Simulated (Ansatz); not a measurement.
# Run report: GeH$_{3}$O$_{2}$F, frequency calculation

System: GeH$_{3}$O$_{2}$F.
Method: RKS PBE/def2-SVP (Ansatz 0.2.0).

It belongs to a series of runs on one base structure; here: vibrations at the highest image of the band. Figures and captions count atoms from 1; the log counts them from 0 in places.

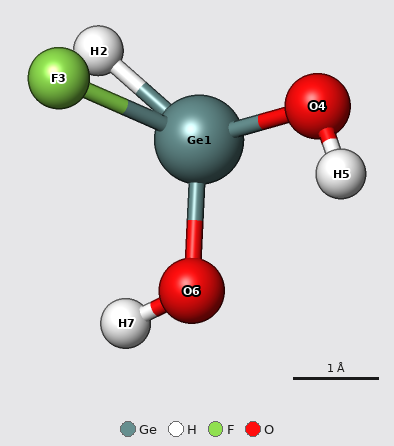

*The input geometry (ball-and-stick view, seen at a tilt; atoms are numbered from 1 in the order of the input). Sticks mark near contacts.*

Bond lengths as drawn: F–Ge 2.02 Å, Ge–H 1.62 Å, Ge–O 1.78 to 1.79 Å and H–O 0.98 Å.

Input:
```yaml
crystal:
  periodic: [false, false, false]
  atoms:
    - { symbol: Ge, position_ang: [-0.369743, 0.076526, 0.536283] }
    - { symbol: H, position_ang: [0.957166, 0.049834, 1.464896] }
    - { symbol: F, position_ang: [1.621545, -0.133775, 0.274224] }
    - { symbol: O, position_ang: [-0.887455, 1.495245, -0.404775] }
    - { symbol: H, position_ang: [-1.317144, 1.198668, -1.233085] }
    - { symbol: O, position_ang: [-1.114855, -1.251522, -0.409394] }
    - { symbol: H, position_ang: [-0.860715, -2.131376, -0.072248] }
basis:
  gaussian: { orbitals: def2-SVP }
hamiltonian:
  xc: pbe
phonons: {}
```

Hardware: 2 threads of Arm Neoverse V1, 24 GiB of memory available, shared host.

Launched with:
```bash
ansatz run input.yaml --threads 2 --pin off --max-ram 3072MiB --backend cpu --events-out ev --progress --plain --runs-dir out
```

Log:
```
Engine: ansatz 0.2.0, aarch64-unknown-linux-gnu
Functional definition: PBE
  parameter kappa = 0.804
  parameter beta = 0.06672455060314922
  exchange = pbe_x(kappa = kappa, mu = beta*pi^2/3)
  correlation = pbe_c(beta = beta)
959 factors; their error is unknown
mean field evaluation 1: about -63338.5646 eV, gradient 8.3e1 eV
mean field evaluation 2: about -63271.9224 eV, gradient 2.0e2 eV
mean field evaluation 4: about -63349.3522 eV, gradient 2.1e1 eV
mean field evaluation 8: about -63350.3192 eV, gradient 2.1e-1 eV
mean field evaluation 16: about -63350.2674 eV, gradient 3.4e-4 eV
mean field -63350.26741390 eV, -2328.0793871073 hartree, gradient 2.8e-5 eV, S^2 0.000000; 0 other end points of the search recorded, 0 dependent functions left out
the calculation of the forces begins
reference -63350.26744352 eV, -2328.0793881960 hartree; 30, 30 occupied and 59, 59 virtual orbitals, 959 factors
these checks for a lower state are left out or cut short: stability, starts, cluster_reference, orbital_swaps, neighbouring_geometries, increment
959 factors; their error is unknown
mean field -63350.26736886 eV, -2328.0793854523 hartree, gradient 2.3e-6 eV, S^2 0.000000; 0 other end points of the search recorded, 0 dependent functions left out
[... from here on the field's lines of each further geometry are left out, up to the last ...]
the calculation of the forces begins
reference -63350.26745965 eV, -2328.0793887885 hartree; 30, 30 occupied and 59, 59 virtual orbitals, 959 factors
these checks for a lower state are left out or cut short: stability, starts, cluster_reference, orbital_swaps, neighbouring_geometries, increment
959 factors; their error is unknown
mean field -63350.26735602 eV, -2328.0793849801 hartree, gradient 3.0e-6 eV, S^2 0.000000; 0 other end points of the search recorded, 0 dependent functions left out
the calculation of the forces begins
reference -63350.26738564 eV, -2328.0793860688 hartree; 30, 30 occupied and 59, 59 virtual orbitals, 959 factors
WARN: phonons: modes at or below zero, which the zero-point energy, F, S and C_V leave out: 1, the lowest at -1084.55 cm⁻¹. A minimum has none, and a first-order saddle one
Total energy: -63350.26744352 eV, -2328.0793881960 hartree
Atom 0 at    -0.369743     0.076526     0.536283 Å, force     0.003614    -0.003209     0.049282 eV/Å
Atom 1 at     0.957166     0.049834     1.464896 Å, force    -0.022673     0.011129    -0.016444 eV/Å
Atom 2 at     1.621545    -0.133775     0.274224 Å, force     0.037866    -0.005040    -0.008166 eV/Å
Atom 3 at    -0.887455     1.495245    -0.404775 Å, force    -0.004170     0.011160     0.003278 eV/Å
Atom 4 at    -1.317144     1.198668    -1.233085 Å, force     0.004181    -0.003059    -0.006042 eV/Å
Atom 5 at    -1.114855    -1.251522    -0.409394 Å, force    -0.026812    -0.008379    -0.036739 eV/Å
Atom 6 at    -0.860715    -2.131376    -0.072248 Å, force     0.007995    -0.002602     0.014831 eV/Å
Dipole moment:    -0.269550    -0.345938     0.152317 e Å
Vibrations: -1084.55 128.57 187.87 228.71 279.14 353.65 537.89 559.17 682.65 700.56 847.97 890.92 1844.32 3680.74 3726.40 cm⁻¹, zero-point energy 0.908095 eV
```

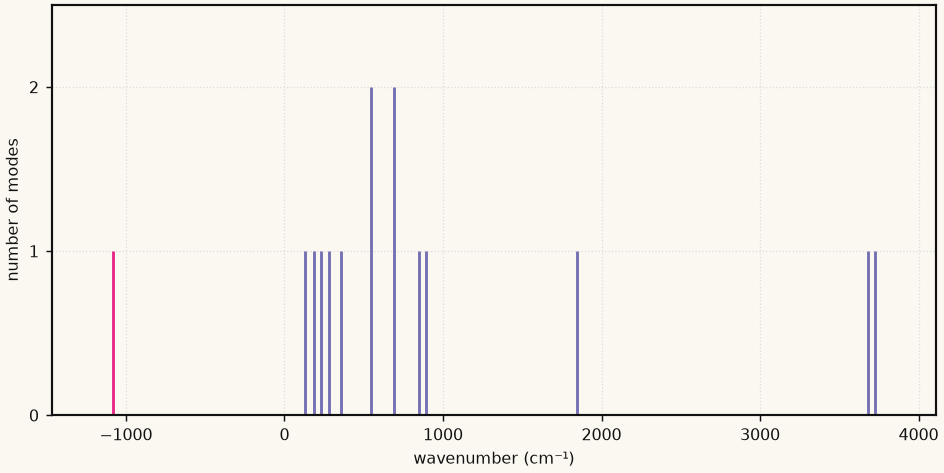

*Harmonic vibrational wavenumbers from the force constants; neighbouring modes closer than 22 cm⁻¹ are counted in one stick, and imaginary ones are drawn at negative wavenumbers.*

15 modes from 1085i to 3726 cm⁻¹, 1 imaginary beyond 8i (1085i cm⁻¹): a first-order saddle point, if the geometry is stationary.

Key numbers:

```tsv
quantity	value
outcome	converged
total energy	−63350.2674 eV
mean-field energy	−63350.2674 eV
largest force (length of the vector)	0.050 eV/Å
wall time	44 s (CPU time 71 s)
peak memory	0.12 GiB
```
